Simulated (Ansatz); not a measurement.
# Calculations on SnHCl₄

### Relaxation

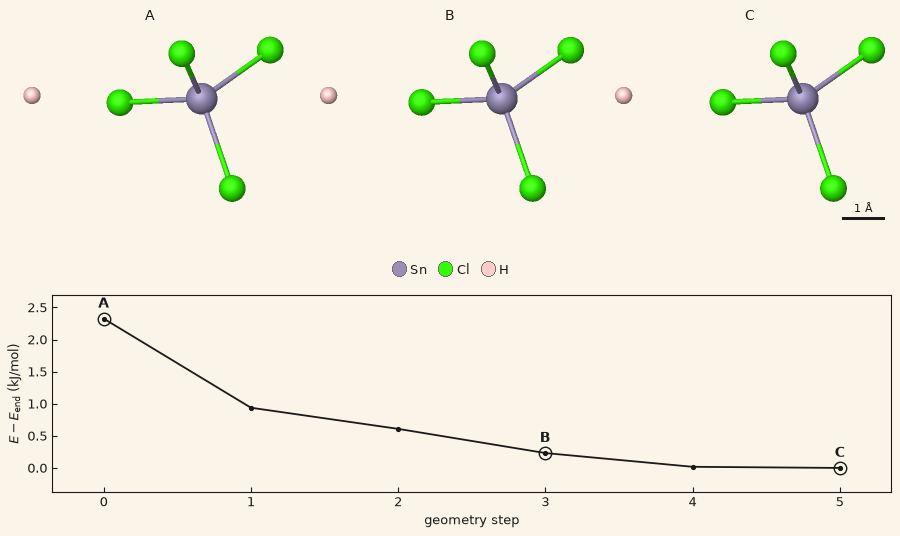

Frames of a relaxation of SnHCl$_{4}$ (multiplicity 2), marked on the history of the run. Style: ball-and-stick. Shown at a tilt.

The run prepares an end point of a later path (reaction) calculation, from a guessed geometry.

The calculation used UKS B3LYP-D4/def2-SVP (Ansatz 0.2.0). (collinear spin; force threshold 0.03 eV/Å; at most 50 steps)

Question: What happens along the run?

Answer: The energy falls by 2.33 kJ/mol in 5 geometry steps. The largest force component goes from 0.66 to 0.0027 eV/Å. The largest move after the best rigid fit is that of the H atom, 0.24 Å. Largest moves by element: H 0.24 Å, Cl 0.09 Å, Sn 0.03 Å. Some distances before and after: Cl–Sn 2.389 → 2.337 Å. Cost: 19 s on 4 threads of Arm Neoverse V2 (shared host), peak memory 0.4 GiB. From step 0 to 3: the H atom moves most (0.10 Å), energy −2.09 kJ/mol. From step 3 to 5: the H atom moves most (0.14 Å), energy −0.23 kJ/mol.

Limits of the set-up: the start holds two separate molecules, 2.6 Å apart at their closest, whose relative position is a soft coordinate.

### Relaxation

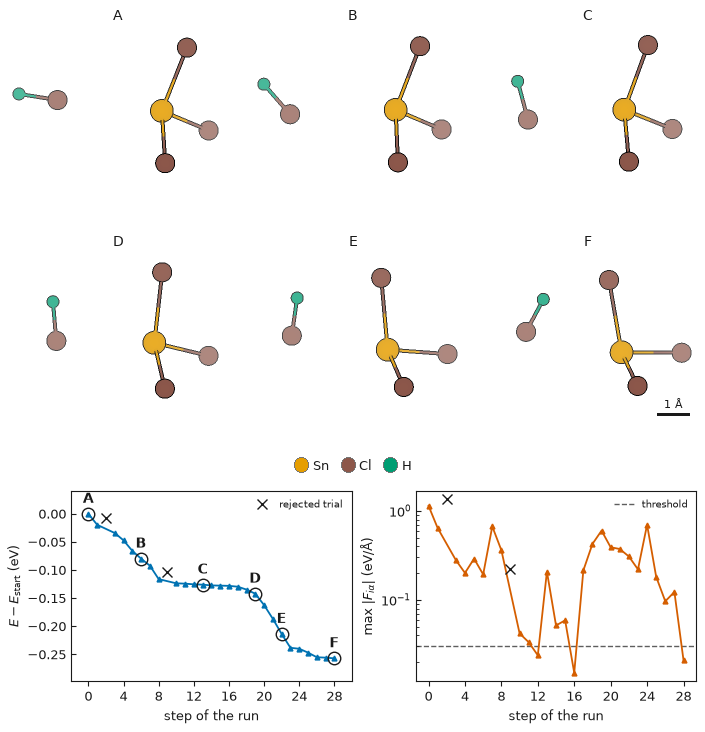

Frames of a relaxation of SnHCl4 (multiplicity 2), marked on the history of the run. A ball-and-stick model, seen at a tilt.

The run prepares an end point of a later path (reaction) calculation, from a guessed geometry.

Level of theory: UKS B3LYP-D4/def2-SVP (Ansatz). Settings: collinear spin; force threshold 0.03 eV/Å; at most 50 steps.

Q: Describe the path.

A: The H atom moves most after the best rigid fit: 2.08 Å. Largest moves by element: H 2.08 Å, Cl 1.70 Å, Sn 0.66 Å. Near-neighbour distances that change, for instance: Cl–Sn 3.609 → 3.318 Å, Cl–Sn 2.390 → 2.425 Å, Cl–H 1.333 → 1.303 Å, Cl–Sn 2.390 → 2.396 Å. The energy falls by 0.257 eV in 26 accepted moves (28 points after the start). Largest force component: 1.1 eV/Å at the start, 0.021 eV/Å at the end. The line search rejected the trial steps at points 2, 9 of the run. The forces were under the threshold at step 12, but the run went on from there. Cost: 82 s on 4 threads of Arm Neoverse V2, with other jobs on the host, peak memory 0.41 GiB. From step 0 to 6: Cl and H atoms move most (0.50 Å), energy −0.080 eV. From step 6 to 13: the H atom moves most (0.67 Å), energy −0.046 eV. From step 13 to 19: a Cl atom moves most (0.54 Å), energy −0.016 eV. From step 19 to 22: a Cl atom moves most (0.60 Å), energy −0.072 eV. From step 22 to 28: the H atom moves most (0.38 Å), energy −0.043 eV.

| step | E − E(0), eV | largest force component, eV/Å | note |
| --- | --- | --- | --- |
| 0 | 0.0000 | 1.1401 |  |
| 1 | -0.0194 | 0.6423 |  |
| 2 | -0.0070 | 1.3462 | rejected |
| 3 | -0.0341 | 0.2800 |  |
| 4 | -0.0471 | 0.2009 |  |
| 5 | -0.0658 | 0.2905 |  |
| 6 | -0.0797 | 0.1934 |  |
| 7 | -0.0922 | 0.6693 |  |
| 8 | -0.1160 | 0.3612 |  |
| 9 | -0.1042 | 0.2247 | rejected |
| 10 | -0.1235 | 0.0420 |  |
| 11 | -0.1241 | 0.0335 |  |
| 12 | -0.1253 | 0.0239 |  |
| 13 | -0.1259 | 0.2079 |  |
| 14 | -0.1272 | 0.0516 |  |
| 15 | -0.1276 | 0.0590 |  |
| 16 | -0.1280 | 0.0152 |  |
| 17 | -0.1295 | 0.2142 |  |
| 18 | -0.1346 | 0.4254 |  |
| 19 | -0.1420 | 0.5999 |  |
| 20 | -0.1623 | 0.3905 |  |
| 21 | -0.1868 | 0.3732 |  |
| 22 | -0.2136 | 0.3077 |  |
| 23 | -0.2381 | 0.2204 |  |
| 24 | -0.2398 | 0.6992 |  |
| 25 | -0.2467 | 0.1815 |  |
| 26 | -0.2550 | 0.0966 |  |
| 27 | -0.2556 | 0.1229 |  |
| 28 | -0.2569 | 0.0211 |  |

Limits of the set-up: the start holds two separate molecules, 3.6 Å apart at their closest, whose relative position is a soft coordinate.

### Path

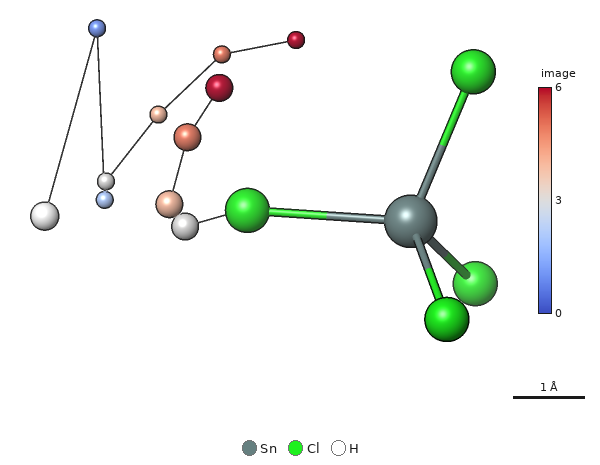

A nudged-elastic-band calculation for SnHCl4 (multiplicity 2), made up at the start of SnCl$_{4}$ and H. Images are numbered from 0 (start) to 6 (end). The start is drawn whole; smaller spheres mark the moving atoms (Cl, H) in the later images, joined by lines and coloured by the number of the image. A ball-and-stick model, seen face on.

Computed with UKS B3LYP-D4/def2-SVP (Ansatz). Set-up: 5 movable images; climbing image; force threshold 0.05 eV/Å; iteration limit 60; starting path through a guess of the saddle point.

**Describe the path and its energy.**

Breaking: Cl–Sn (2.34 → 3.32 Å). Forming: Cl–H (2.90 → 1.30 Å). The energy climbs by 0.07 eV to image 2 and then falls by 1.51 eV, so the end point sits at −1.44 eV. The band is converged.

Limits of the set-up: the start holds two separate molecules, 2.9 Å apart at their closest, whose relative position is a soft coordinate.

Cost: 5.6 min on 4 threads of Arm Neoverse V2, with other jobs on the host, peak memory 0.43 GiB.
